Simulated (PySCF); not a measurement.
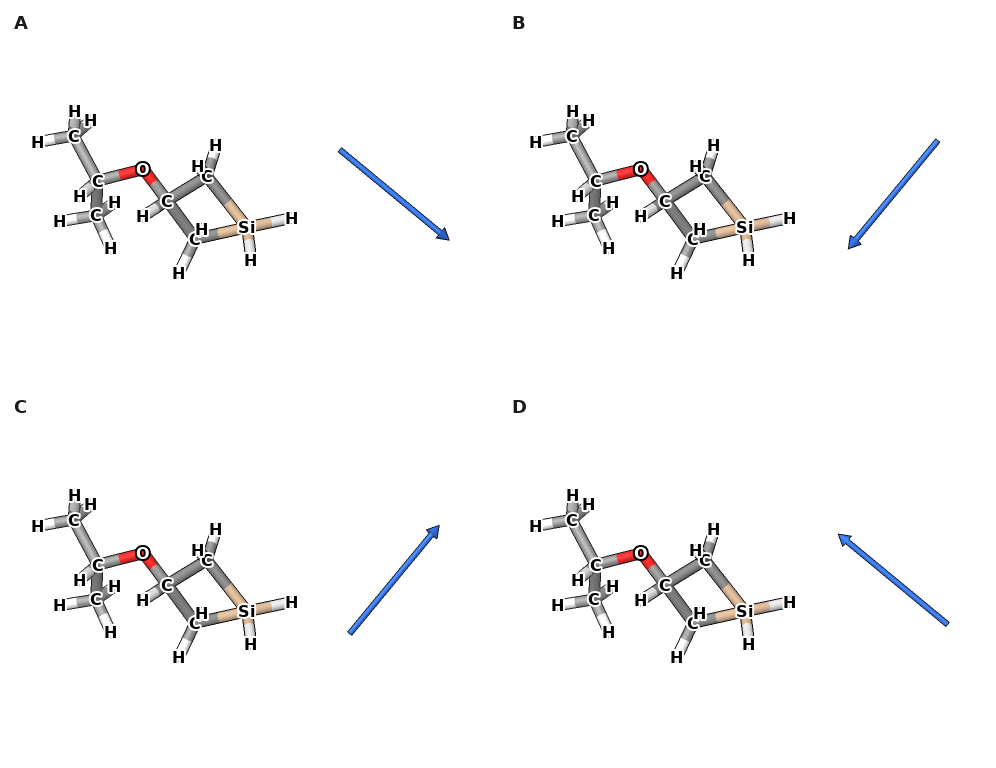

The same molecule four times, each with an arrow. Computed geometry: GFN2-xTB optimisation. No frequency run is at hand to confirm it as a minimum. Properties computed with PBE0/pcSseg-1, gas phase (PySCF 2.14.0).

Question: Which arrow points along the dipole moment, from the negative to the positive end?

Answer: B. The dipole moment is 1.05 D.

The geometry is semi-empirical. Around Si such bond lengths and angles can be off by a tenth of an ångström or more and by several degrees, and values that hang on the shape move with them.
